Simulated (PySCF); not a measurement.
**C₂H₇BO₃: NMR shifts at several levels of theory**

Aim: compute the NMR shifts of C₂H₇BO₃ (`COB(O)OC`) at several levels, and see how far they spread and what each costs.

Programs: PySCF 2.14.0, with density-fitted response routines of our own. Each step states its level of theory. These are calculated values for one molecule in the gas phase, unless marked as measured. Atoms count from 0, in the outputs and in this text.

### 1 The starting structure

13 atoms, charge 0, multiplicity 1; geometry from: GFN2-xTB. The atoms were then displaced at random by about 0.01 Å, so the start is not that level's minimum.

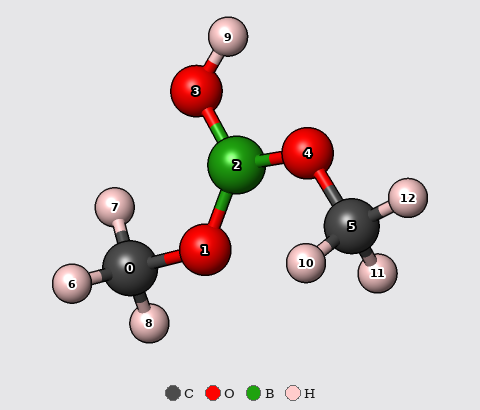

The starting geometry (carbon dark grey, oxygen red, boron green, hydrogen pink), atoms numbered.

### 2 Optimising the geometry at PBE0-D3(BJ)/def2-SVP

What the job is given:

```
{"job": {"xc": "PBE0", "basis": "def2-SVP", "d3": "d3bj", "grid": 1, "shake": 0.01, "kind": "geom"}, "charge": 0, "multiplicity": 1}
C      2.073440    -0.574390    -0.376690
O      0.650190    -0.488100    -0.189170
B     -0.076980     0.649510    -0.404710
O      0.567890     1.816760    -0.799960
O     -1.410500     0.648850    -0.205310
C     -2.097530    -0.496910     0.228780
H      2.270500    -1.091290    -1.307460
H      2.504560     0.454190    -0.444090
H      2.479920    -1.089660     0.480550
H     -0.091510     2.530550    -0.881500
H     -1.998190    -1.305750    -0.494520
H     -1.694180    -0.851740     1.193950
H     -3.171790    -0.218890     0.328570
```

Launch:

```console
$ OMP_NUM_THREADS=1 python probes_run.py task.json out
```

One launch serves the whole session: the jobs run in the order shown.

The program printed:

```text
step   0  E = -330.47208310  max force = 0.032998
step   1  E = -330.47409029  max force = 0.007658
step   2  E = -330.47525035  max force = 0.004180
step   3  E = -330.47527164  max force = 0.003958
step   4  E = -330.47540772  max force = 0.000949
step   5  E = -330.47541408  max force = 0.000225
optimisation converged
```

Run time: 50 s. Hardware: 1 thread of Arm Neoverse N1, shared host; peak memory 0.51 GiB.

Step by step:

```tsv
step	energy from step 0 (eV)	largest force component (eV/Å)
0	0.0000	1.6968
1	-0.0546	0.3938
2	-0.0862	0.2149
3	-0.0868	0.2035
4	-0.0905	0.0488
5	-0.0906	0.0116
```

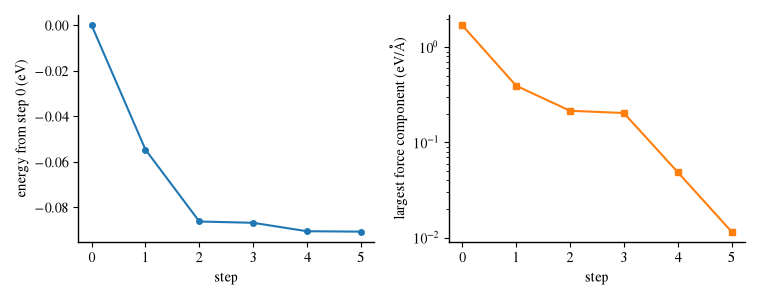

Energy and largest force along the relaxation.

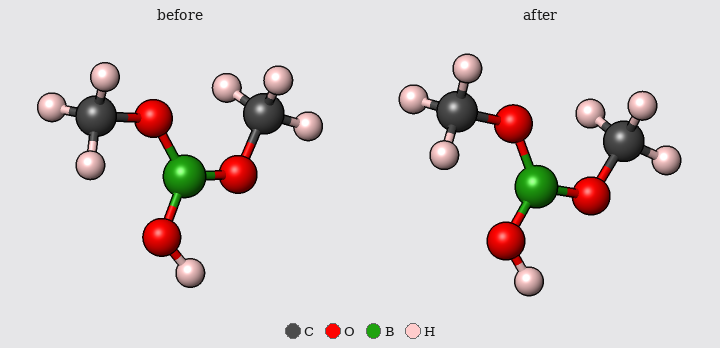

Before and after, at one scale.

Close pairs (by a distance rule), those that changed most:

```tsv
bond	before (Å)	after (Å)	change (Å)
C0–O1	1.438	1.403	-0.035
B2–O3	1.391	1.365	-0.026
C0–H8	1.080	1.101	+0.021
C0–H6	1.083	1.103	+0.020
C0–H7	1.117	1.101	-0.017
B2–O4	1.348	1.363	+0.015
C5–H12	1.114	1.100	-0.015
O3–H9	0.975	0.962	-0.013
```

The end geometry stands in the next job.

```tsv
at the end point	value
point group (found at 0.08 Å tolerance)	C1
rotational constants (GHz, main isotopes)	5.772, 2.715, 1.891
dipole moment (D)	0.18
```

### 3 NMR shieldings: PBE0/pcSseg-1

What the job is given:

```
{"job": {"kind": "nmr", "xc": "PBE0", "basis": "pcSseg-1", "pop": false}, "charge": 0, "multiplicity": 1}
C      1.925190    -0.858446    -0.299360
O      0.559436    -0.576213    -0.148914
B      0.048049     0.654907    -0.410429
O      0.850243     1.679416    -0.821593
O     -1.287502     0.878871    -0.253496
C     -2.143605    -0.149463     0.167894
H      2.094522    -1.446268    -1.216931
H      2.531489     0.058488    -0.356745
H      2.264787    -1.459641     0.558157
H      0.336419     2.483436    -0.944626
H     -2.147964    -0.992778    -0.542496
H     -1.852986    -0.543791     1.155690
H     -3.162731     0.257679     0.236933
```

With the program's defaults for keys left out, this is: GIAO PBE0/pcSseg-1 NMR shielding, non-relativistic, gas phase.

The program printed:

```text
coarse grid: 10856 points
cycle   1  E = -330.4742836960  dE =  7.824e-01  |g| = 9.096e-01  |ddm| = 2.927e+00
cycle   2  E = -330.3662323192  dE =  1.081e-01  |g| = 1.215e+00  |ddm| = 1.186e+00
cycle   3  E = -330.6183166161  dE = -2.521e-01  |g| = 5.042e-02  |ddm| = 6.983e-01
cycle   4  E = -330.6187096305  dE = -3.930e-04  |g| = 2.196e-02  |ddm| = 3.642e-02
cycle   5  E = -330.6187956601  dE = -8.603e-05  |g| = 8.219e-03  |ddm| = 1.538e-02
cycle   6  E = -330.6188060295  dE = -1.037e-05  |g| = 2.347e-03  |ddm| = 4.844e-03
cycle   7  E = -330.6188071053  dE = -1.076e-06  |g| = 3.561e-04  |ddm| = 1.636e-03
final grid: 104856 points
cycle   8  E = -330.6820203721  dE = -3.041e-05  |g| = 1.139e-02  |ddm| = 1.843e-02
cycle   9  E = -330.6820043349  dE =  1.604e-05  |g| = 1.503e-02  |ddm| = 1.262e-02
cycle  10  E = -330.6820438277  dE = -3.949e-05  |g| = 8.911e-04  |ddm| = 7.290e-03
cycle  11  E = -330.6820439935  dE = -1.658e-07  |g| = 1.758e-04  |ddm| = 6.958e-04
cycle  12  E = -330.6820439975  dE = -4.065e-09  |g| = 1.004e-04  |ddm| = 1.406e-04
cycle  13  E = -330.6820439992  dE = -1.705e-09  |g| = 1.614e-05  |ddm| = 5.615e-05
cycle  14  E = -330.6820439993  dE = -5.150e-11  |g| = 3.468e-06  |ddm| = 1.295e-05
converged SCF energy = -330.6820439993

GIAO shielding tensors (ppm)
atom      isotropic    diamagn.    paramagn.     s11        s22        s33       span
  0 C      132.134     241.652    -109.518    103.081    110.152    183.169     80.088
  1 O      275.372     397.819    -122.447    171.241    305.029    349.847    178.606
  2 B       82.733     199.283    -116.550     80.677     82.724     84.798      4.121
  3 O      253.405     388.364    -134.959    183.231    285.426    291.558    108.326
  4 O      274.741     395.231    -120.489    171.895    325.252    327.076    155.182
  5 C      132.359     243.819    -111.460    107.596    108.599    180.882     73.286
  6 H       27.730      27.782      -0.052     23.567     25.360     34.262     10.695
  7 H       27.109      28.348      -1.239     22.621     26.555     32.150      9.529
  8 H       27.747      28.113      -0.365     23.531     25.634     34.077     10.547
  9 H       28.503      31.725      -3.222     21.743     25.010     38.756     17.013
 10 H       27.764      29.683      -1.919     23.981     25.711     33.600      9.618
 11 H       27.762      30.128      -2.366     23.995     25.773     33.518      9.523
 12 H       27.899      27.827       0.072     23.723     25.987     33.989     10.266
```

Wall time 19 s (1 thread of Arm Neoverse N1, shared host); peak memory 0.71 GiB.

The references, computed at this level on geometries of the same kind, shield at (ppm): 1H TMS 31.27, 13C TMS 184.4, 17O H2O 334.6, 11B BF3·OEt2 100.7. Their shielding less the atom's gives the shift. The references are single molecules in the gas phase, so shifts against H2O, NH3, PH3, H3PO4 or CFCl3 are not on the usual liquid scales and can be off by tens of ppm. Atoms listed in one row are averaged.

```tsv
atoms	environment	σ (ppm)	δ (ppm)	δ scaled to CDCl3
C0, C5	methyl carbon bonded to O	132.2	52.2	50.1
H6, H7, H8, H10, H11, H12	hydrogen on a methyl carbon bonded to O	27.67	3.60	3.63
H9	hydrogen on an oxygen bonded to B	28.50	2.76	–
O3	oxygen bonded to B, H	253.4	81.2	–
O1, O4	oxygen bonded to C, B	275.1	59.5	–
B2	boron bonded to 3 O	82.7	18.0	–
```

The scaled column applies a straight-line fit of computed shieldings to shifts measured in CDCl3 (root-mean-square error 0.21 ppm for H, 2.0 ppm for C).

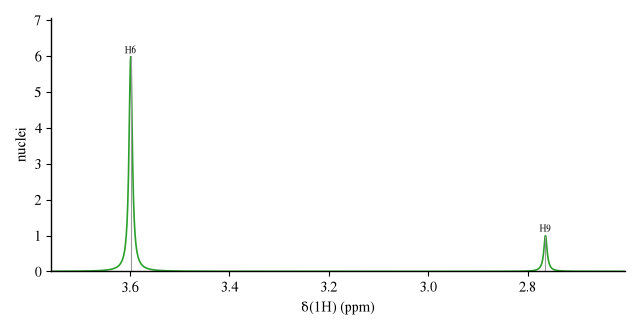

1H lines at the computed shifts, without couplings. Lines are broadened to a width of 0.01 ppm (Lorentzian).

### 4 Nuclear shieldings: mPW1PW91/pcSseg-1

The job, as its differences from that of step 3:

```diff
@@ -1,2 +1,2 @@
-{"job": {"kind": "nmr", "xc": "PBE0", "basis": "pcSseg-1", "pop": false}, "charge": 0, "multiplicity": 1}
+{"job": {"kind": "nmr", "xc": "mPW1PW91", "basis": "pcSseg-1", "pop": false}, "charge": 0, "multiplicity": 1}
 C      1.925190    -0.858446    -0.299360
```

Level: GIAO mPW1PW91/pcSseg-1 NMR shielding, non-relativistic, gas phase.

The program printed:

```text
coarse grid: 10856 points
cycle   1  E = -330.7523838096  dE =  7.860e-01  |g| = 9.368e-01  |ddm| = 2.928e+00
cycle   2  E = -330.6366339552  dE =  1.157e-01  |g| = 1.252e+00  |ddm| = 1.214e+00
cycle   3  E = -330.9042171129  dE = -2.676e-01  |g| = 5.123e-02  |ddm| = 7.188e-01
cycle   4  E = -330.9046211811  dE = -4.041e-04  |g| = 2.264e-02  |ddm| = 3.675e-02
cycle   5  E = -330.9047117789  dE = -9.060e-05  |g| = 8.488e-03  |ddm| = 1.579e-02
cycle   6  E = -330.9047228061  dE = -1.103e-05  |g| = 2.368e-03  |ddm| = 4.952e-03
cycle   7  E = -330.9047239143  dE = -1.108e-06  |g| = 3.616e-04  |ddm| = 1.670e-03
final grid: 104856 points
cycle   8  E = -330.9698900247  dE = -3.563e-05  |g| = 7.663e-03  |ddm| = 1.666e-02
cycle   9  E = -330.9698831968  dE =  6.828e-06  |g| = 9.988e-03  |ddm| = 8.571e-03
cycle  10  E = -330.9699008874  dE = -1.769e-05  |g| = 6.886e-04  |ddm| = 4.897e-03
cycle  11  E = -330.9699009812  dE = -9.385e-08  |g| = 1.759e-04  |ddm| = 5.585e-04
cycle  12  E = -330.9699009859  dE = -4.731e-09  |g| = 8.538e-05  |ddm| = 1.288e-04
cycle  13  E = -330.9699009872  dE = -1.244e-09  |g| = 1.253e-05  |ddm| = 4.857e-05
cycle  14  E = -330.9699009872  dE = -3.024e-11  |g| = 2.982e-06  |ddm| = 1.024e-05
converged SCF energy = -330.9699009872

GIAO shielding tensors (ppm)
atom      isotropic    diamagn.    paramagn.     s11        s22        s33       span
  0 C      131.124     241.534    -110.411    102.273    109.295    181.803     79.530
  1 O      274.546     398.110    -123.564    170.972    303.892    348.774    177.803
  2 B       82.741     199.229    -116.489     80.751     82.785     84.685      3.934
  3 O      252.903     388.509    -135.605    183.186    284.546    290.978    107.792
  4 O      273.913     395.451    -121.538    171.584    324.226    325.929    154.345
  5 C      131.350     243.739    -112.389    106.786    107.699    179.564     72.778
  6 H       27.790      27.820      -0.029     23.650     25.427     34.294     10.644
  7 H       27.167      28.387      -1.220     22.685     26.621     32.195      9.510
  8 H       27.809      28.151      -0.342     23.610     25.703     34.115     10.505
  9 H       28.549      31.736      -3.187     21.792     25.065     38.791     16.999
 10 H       27.821      29.734      -1.913     24.050     25.780     33.632      9.581
 11 H       27.819      30.185      -2.366     24.064     25.842     33.551      9.487
 12 H       27.961      27.844       0.117     23.798     26.056     34.029     10.231
```

Run time: 18 s. Hardware: 1 thread of Arm Neoverse N1, shared host; peak memory 0.71 GiB.

Key values: δ C0 52.3, O3 80.4, O1 59.1, B2 18.1, H6 3.59, H9 2.77 ppm (means over like atoms).

### 5 NMR shieldings: WP04/pcSseg-1

The job, as its differences from that of step 4:

```diff
@@ -1,2 +1,2 @@
-{"job": {"kind": "nmr", "xc": "mPW1PW91", "basis": "pcSseg-1", "pop": false}, "charge": 0, "multiplicity": 1}
+{"job": {"kind": "nmr", "xc": "WP04", "basis": "pcSseg-1", "pop": false}, "charge": 0, "multiplicity": 1}
 C      1.925190    -0.858446    -0.299360
```

Level: GIAO WP04/pcSseg-1 NMR shielding, non-relativistic, gas phase.

The program printed:

```text
coarse grid: 10856 points
cycle   1  E = -337.7805418903  dE =  8.003e-01  |g| = 1.446e+00  |ddm| = 3.012e+00
cycle   2  E = -337.3074452049  dE =  4.731e-01  |g| = 2.142e+00  |ddm| = 2.007e+00
cycle   3  E = -338.1245605326  dE = -8.171e-01  |g| = 1.276e-01  |ddm| = 1.358e+00
cycle   4  E = -338.1267355023  dE = -2.175e-03  |g| = 7.183e-02  |ddm| = 9.442e-02
cycle   5  E = -338.1276949694  dE = -9.595e-04  |g| = 1.900e-02  |ddm| = 4.306e-02
cycle   6  E = -338.1277503441  dE = -5.537e-05  |g| = 5.686e-03  |ddm| = 1.250e-02
cycle   7  E = -338.1277569390  dE = -6.595e-06  |g| = 9.758e-04  |ddm| = 3.745e-03
final grid: 104856 points
cycle   8  E = -338.2178075600  dE = -7.000e-05  |g| = 9.135e-03  |ddm| = 2.205e-02
cycle   9  E = -338.2177928818  dE =  1.468e-05  |g| = 1.274e-02  |ddm| = 1.159e-02
cycle  10  E = -338.2178247373  dE = -3.186e-05  |g| = 1.182e-03  |ddm| = 6.671e-03
cycle  11  E = -338.2178249964  dE = -2.592e-07  |g| = 2.398e-04  |ddm| = 8.373e-04
cycle  12  E = -338.2178250046  dE = -8.160e-09  |g| = 1.248e-04  |ddm| = 1.735e-04
cycle  13  E = -338.2178250072  dE = -2.609e-09  |g| = 2.229e-05  |ddm| = 7.080e-05
cycle  14  E = -338.2178250073  dE = -8.947e-11  |g| = 5.069e-06  |ddm| = 1.636e-05
converged SCF energy = -338.2178250073

GIAO shielding tensors (ppm)
atom      isotropic    diamagn.    paramagn.     s11        s22        s33       span
  0 C      118.170     241.930    -123.759     89.874     96.321    168.316     78.442
  1 O      263.393     401.237    -137.844    170.235    291.562    328.381    158.146
  2 B       77.422     199.656    -122.234     75.467     77.742     79.056      3.589
  3 O      247.333     391.015    -143.682    181.536    275.024    285.439    103.903
  4 O      262.253     397.603    -135.350    169.096    306.810    310.854    141.759
  5 C      118.243     243.759    -125.516     94.162     94.414    166.151     71.989
  6 H       28.179      28.098       0.081     24.361     25.875     34.300      9.939
  7 H       27.559      28.801      -1.242     23.249     27.034     32.393      9.144
  8 H       28.221      28.555      -0.334     24.317     26.174     34.173      9.857
  9 H       28.728      31.883      -3.154     22.011     25.420     38.755     16.744
 10 H       28.159      30.250      -2.091     24.586     26.239     33.651      9.065
 11 H       28.153      30.883      -2.730     24.588     26.297     33.575      8.987
 12 H       28.370      27.662       0.709     24.477     26.518     34.115      9.638
```

Wall time 18 s (1 thread of Arm Neoverse N1, shared host); peak memory 0.71 GiB.

This run: δ C0 54.2, O3 70.2, O1 54.7, B2 18.3, H6 3.46, H9 2.84 ppm (means over like atoms).

### 6 NMR shieldings: B97-2/pcSseg-1

The job, as its differences from that of step 5:

```diff
@@ -1,2 +1,2 @@
-{"job": {"kind": "nmr", "xc": "WP04", "basis": "pcSseg-1", "pop": false}, "charge": 0, "multiplicity": 1}
+{"job": {"kind": "nmr", "xc": "B97-2", "basis": "pcSseg-1", "pop": false}, "charge": 0, "multiplicity": 1}
 C      1.925190    -0.858446    -0.299360
```

Method: GIAO B97-2/pcSseg-1 NMR shielding, non-relativistic, gas phase.

The program printed:

```text
coarse grid: 10856 points
cycle   1  E = -330.7108097286  dE =  7.676e-01  |g| = 9.593e-01  |ddm| = 2.937e+00
cycle   2  E = -330.5732306074  dE =  1.376e-01  |g| = 1.308e+00  |ddm| = 1.290e+00
cycle   3  E = -330.8714762126  dE = -2.982e-01  |g| = 5.364e-02  |ddm| = 7.791e-01
cycle   4  E = -330.8719192221  dE = -4.430e-04  |g| = 2.494e-02  |ddm| = 3.977e-02
cycle   5  E = -330.8720304685  dE = -1.112e-04  |g| = 8.944e-03  |ddm| = 1.722e-02
cycle   6  E = -330.8720427693  dE = -1.230e-05  |g| = 2.527e-03  |ddm| = 5.387e-03
cycle   7  E = -330.8720440685  dE = -1.299e-06  |g| = 4.017e-04  |ddm| = 1.834e-03
final grid: 104856 points
cycle   8  E = -330.9365836212  dE = -5.250e-05  |g| = 6.418e-03  |ddm| = 2.027e-02
cycle   9  E = -330.9365770392  dE =  6.582e-06  |g| = 9.031e-03  |ddm| = 7.433e-03
cycle  10  E = -330.9365904999  dE = -1.346e-05  |g| = 3.719e-04  |ddm| = 4.446e-03
cycle  11  E = -330.9365905111  dE = -1.120e-08  |g| = 3.037e-04  |ddm| = 3.864e-04
cycle  12  E = -330.9365905273  dE = -1.624e-08  |g| = 4.149e-05  |ddm| = 1.653e-04
cycle  13  E = -330.9365905276  dE = -3.434e-10  |g| = 8.694e-06  |ddm| = 3.359e-05
converged SCF energy = -330.9365905276

GIAO shielding tensors (ppm)
atom      isotropic    diamagn.    paramagn.     s11        s22        s33       span
  0 C      131.485     241.471    -109.986    102.988    109.819    181.649     78.661
  1 O      275.338     398.185    -122.847    176.005    303.540    346.469    170.464
  2 B       84.239     199.340    -115.101     82.754     84.733     85.229      2.475
  3 O      254.696     388.526    -133.830    187.785    284.456    291.847    104.063
  4 O      274.524     395.433    -120.909    176.301    322.473    324.799    148.498
  5 C      131.664     243.566    -111.902    107.406    108.184    179.401     71.995
  6 H       27.850      27.889      -0.039     23.738     25.489     34.324     10.585
  7 H       27.229      28.474      -1.245     22.763     26.662     32.260      9.497
  8 H       27.876      28.241      -0.365     23.709     25.769     34.149     10.440
  9 H       28.679      31.832      -3.153     21.937     25.196     38.905     16.969
 10 H       27.874      29.820      -1.946     24.122     25.834     33.668      9.547
 11 H       27.873      30.293      -2.421     24.135     25.895     33.588      9.453
 12 H       28.031      27.862       0.169     23.903     26.127     34.063     10.160
```

Run time: 18 s. Hardware: 1 thread of Arm Neoverse N1, shared host; peak memory 0.71 GiB.

Key values: δ C0 52.1, O3 76.9, O1 56.7, B2 17.6, H6 3.59, H9 2.70 ppm (means over like atoms).

### 7 Shielding tensors: BHandHLYP/pcSseg-1

The job, as its differences from that of step 6:

```diff
@@ -1,2 +1,2 @@
-{"job": {"kind": "nmr", "xc": "B97-2", "basis": "pcSseg-1", "pop": false}, "charge": 0, "multiplicity": 1}
+{"job": {"kind": "nmr", "xc": "BHandHLYP", "basis": "pcSseg-1", "pop": false}, "charge": 0, "multiplicity": 1}
 C      1.925190    -0.858446    -0.299360
```

Level: GIAO BHandHLYP/pcSseg-1 NMR shielding, non-relativistic, gas phase.

The program printed:

```text
coarse grid: 10856 points
cycle   1  E = -330.7033755933  dE =  8.733e-01  |g| = 8.644e-01  |ddm| = 2.881e+00
cycle   2  E = -330.7062303020  dE = -2.855e-03  |g| = 8.885e-01  |ddm| = 8.745e-01
cycle   3  E = -330.8352549454  dE = -1.290e-01  |g| = 3.741e-02  |ddm| = 4.540e-01
cycle   4  E = -330.8355291731  dE = -2.742e-04  |g| = 1.076e-02  |ddm| = 2.637e-02
cycle   5  E = -330.8355428089  dE = -1.364e-05  |g| = 7.094e-03  |ddm| = 9.404e-03
cycle   6  E = -330.8355511263  dE = -8.317e-06  |g| = 4.316e-04  |ddm| = 3.447e-03
final grid: 104856 points
cycle   7  E = -330.8831593703  dE = -1.922e-05  |g| = 2.631e-03  |ddm| = 8.620e-03
cycle   8  E = -330.8831598740  dE = -5.037e-07  |g| = 2.268e-03  |ddm| = 2.700e-03
cycle   9  E = -330.8831608718  dE = -9.978e-07  |g| = 2.853e-04  |ddm| = 1.223e-03
cycle  10  E = -330.8831608819  dE = -1.005e-08  |g| = 1.767e-04  |ddm| = 2.399e-04
cycle  11  E = -330.8831608879  dE = -6.022e-09  |g| = 1.190e-05  |ddm| = 1.051e-04
cycle  12  E = -330.8831608879  dE = -4.434e-11  |g| = 4.506e-06  |ddm| = 1.531e-05
converged SCF energy = -330.8831608879

GIAO shielding tensors (ppm)
atom      isotropic    diamagn.    paramagn.     s11        s22        s33       span
  0 C      132.952     239.947    -106.995    105.119    111.521    182.216     77.096
  1 O      283.943     398.945    -115.001    182.324    314.728    354.778    172.454
  2 B       84.918     197.791    -112.873     83.073     85.010     86.671      3.598
  3 O      258.776     389.047    -130.271    192.099    287.172    297.057    104.958
  4 O      282.731     396.203    -113.472    182.975    330.228    334.990    152.015
  5 C      132.850     242.091    -109.241    109.310    109.821    179.418     70.108
  6 H       27.953      27.814       0.139     23.758     25.593     34.510     10.752
  7 H       27.343      28.326      -0.984     22.772     26.941     32.316      9.544
  8 H       27.956      28.117      -0.162     23.693     25.842     34.331     10.638
  9 H       28.554      31.676      -3.122     21.401     24.957     39.303     17.903
 10 H       27.996      29.665      -1.670     24.182     26.003     33.802      9.620
 11 H       27.993      30.088      -2.094     24.189     26.069     33.721      9.532
 12 H       28.087      27.869       0.218     23.847     26.171     34.242     10.395
```

It took 18 s on 1 thread of Arm Neoverse N1, shared host; peak memory 0.71 GiB.

Key values: δ C0 51.1, O3 76.0, O1 51.4, B2 19.7, H6 3.56, H9 2.89 ppm (means over like atoms).

### 8 Nuclear shieldings: CAM-B3LYP/pcSseg-1

The job, as its differences from that of step 7:

```diff
@@ -1,2 +1,2 @@
-{"job": {"kind": "nmr", "xc": "BHandHLYP", "basis": "pcSseg-1", "pop": false}, "charge": 0, "multiplicity": 1}
+{"job": {"kind": "nmr", "xc": "CAM-B3LYP", "basis": "pcSseg-1", "pop": false}, "charge": 0, "multiplicity": 1}
 C      1.925190    -0.858446    -0.299360
```

Method: GIAO CAM-B3LYP/pcSseg-1 NMR shielding, non-relativistic, gas phase.

The program printed:

```text
coarse grid: 10856 points
cycle   1  E = -330.6940901318  dE =  8.851e-01  |g| = 9.669e-01  |ddm| = 2.882e+00
cycle   2  E = -330.6537774126  dE =  4.031e-02  |g| = 1.123e+00  |ddm| = 1.027e+00
cycle   3  E = -330.8560201420  dE = -2.022e-01  |g| = 3.820e-02  |ddm| = 5.516e-01
cycle   4  E = -330.8562922693  dE = -2.721e-04  |g| = 1.521e-02  |ddm| = 2.793e-02
cycle   5  E = -330.8563200430  dE = -2.777e-05  |g| = 9.991e-03  |ddm| = 1.231e-02
cycle   6  E = -330.8563361970  dE = -1.615e-05  |g| = 9.407e-04  |ddm| = 4.855e-03
cycle   7  E = -330.8563363822  dE = -1.851e-07  |g| = 4.308e-04  |ddm| = 1.000e-03
final grid: 104856 points
cycle   8  E = -330.9306225147  dE = -3.442e-05  |g| = 3.722e-03  |ddm| = 1.063e-02
cycle   9  E = -330.9306232251  dE = -7.104e-07  |g| = 3.424e-03  |ddm| = 3.959e-03
cycle  10  E = -330.9306256055  dE = -2.380e-06  |g| = 3.963e-04  |ddm| = 1.835e-03
cycle  11  E = -330.9306256234  dE = -1.784e-08  |g| = 2.475e-04  |ddm| = 3.212e-04
cycle  12  E = -330.9306256342  dE = -1.083e-08  |g| = 1.645e-05  |ddm| = 1.355e-04
cycle  13  E = -330.9306256343  dE = -7.765e-11  |g| = 5.148e-06  |ddm| = 2.102e-05
converged SCF energy = -330.9306256343

GIAO shielding tensors (ppm)
atom      isotropic    diamagn.    paramagn.     s11        s22        s33       span
  0 C      130.011     240.392    -110.380    100.658    107.451    181.925     81.267
  1 O      278.508     398.607    -120.099    175.104    308.202    352.218    177.114
  2 B       80.501     198.691    -118.190     78.041     79.974     83.488      5.447
  3 O      255.671     388.776    -133.106    187.054    285.101    294.857    107.803
  4 O      277.382     396.217    -118.835    175.271    326.911    329.964    154.693
  5 C      130.012     242.463    -112.452    105.046    105.852    179.138     74.091
  6 H       27.765      27.819      -0.054     23.619     25.433     34.242     10.622
  7 H       27.128      28.379      -1.251     22.668     26.613     32.103      9.435
  8 H       27.771      28.139      -0.368     23.564     25.705     34.045     10.481
  9 H       28.494      31.720      -3.226     21.732     25.018     38.733     17.000
 10 H       27.804      29.677      -1.874     24.073     25.757     33.580      9.507
 11 H       27.802      30.125      -2.323     24.087     25.818     33.499      9.412
 12 H       27.911      27.810       0.101     23.732     26.064     33.936     10.203
```

Wall time 24 s (1 thread of Arm Neoverse N1, shared host); peak memory 0.71 GiB.

Key values: δ C0 52.4, O3 82.9, O1 60.6, B2 18.8, H6 3.63, H9 2.83 ppm (means over like atoms).

(Part 1 of 2 ends here.)
